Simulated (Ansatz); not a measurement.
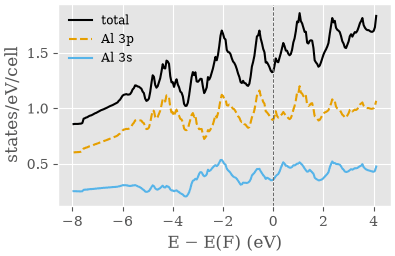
Total and projected density of states of Al (dhcp (α-La type), space group No. 194), plane-wave PAW r²SCAN (Ansatz code)

Q: Which orbitals carry the states next to the Fermi level?

A: Within 0.5 eV of the Fermi level: Al 3p 66 %, Al 3s 28 %, outside the projected shells 6 %. Projections are on Löwdin-orthogonalised atomic valence shells; empty p or d shells of many metals are not among them.

Q: Where is the tallest occupied peak in this window, and what makes it?

A: Near -2.0 eV, about 1.7 states/eV per cell; the largest projected share is Al 3p.

Space group P6_3/mmc (dhcp (α-La type)). The workflow started from a Materials Project entry (that database holds measured and hypothetical structures alike); the Crystallography Open Database copy checked does not list it. It is not the phase usual at ambient conditions (space group No. 225). The r²SCAN relaxation kept the symmetry of its start; of distortions, only those at the zone centre were tested.

Potentials: the earlier of the program's two PAW sets.
